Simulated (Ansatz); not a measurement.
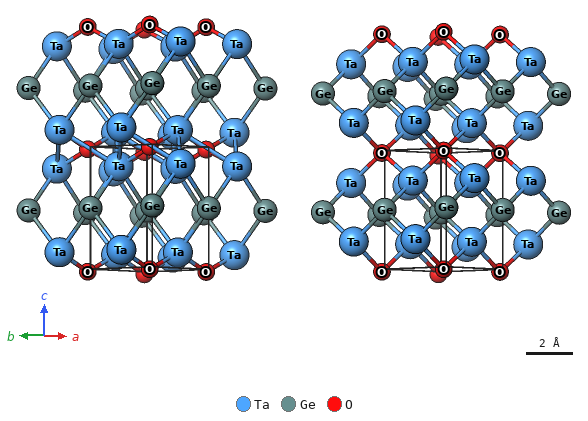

Two geometries of a crystal of Ta₂GeO (a generated structure, set up in P-4m2) (coarse preliminary run), drawn at one scale. One is the start of a relaxation, the other its converged end. The picture is a ball-and-stick view of the cell of the calculation, repeated 2 × 2 × 2 with one cell outlined, seen from a free direction.

Level of theory: DFT PBE, scalar-relativistic, plane waves, PAW in Ansatz. Settings: plane-wave cutoff 420 eV; k-point mesh 6 × 6 × 4; occupations gaussian; smearing width 0.1 eV; no spin polarisation; cell and atoms relaxed; force threshold 0.04 eV/Å; at most 70 steps.

> Which geometry has the lower energy?

The left one is the relaxed one. The energy falls by 818 meV per atom in 5 accepted moves (6 points after the start). The largest force component goes from 6.1 to 0.0054 eV/Å. The pressure goes from 10.70 to 0.09 GPa. At 1 point the geometry stayed and the basis and grid were re-selected for the new cell (energy shift of 1.1 meV per atom at most each time). The largest moves relative to the cell, 0.51 Å, are those of Ta atoms. Ge and O stay in place. The volume changes by +3.7 %, with a = b 3.688 → 3.698 Å (+0.3 %), c 5.243 → 5.405 Å (+3.1 %). Near-neighbour distances that change, for instance: Ta–Ta 3.642 → 3.067 Å, Ge–Ta 2.285 → 2.652 Å, O–Ta 2.240 → 2.015 Å. Bond angles that change, for instance: O–Ta–O 110.8° → 133.1°, Ta–O–Ta 110.8° → 133.1°, Ge–Ta–Ge 107.6° → 88.4°. The space group stays P-4m2 (No. 115).
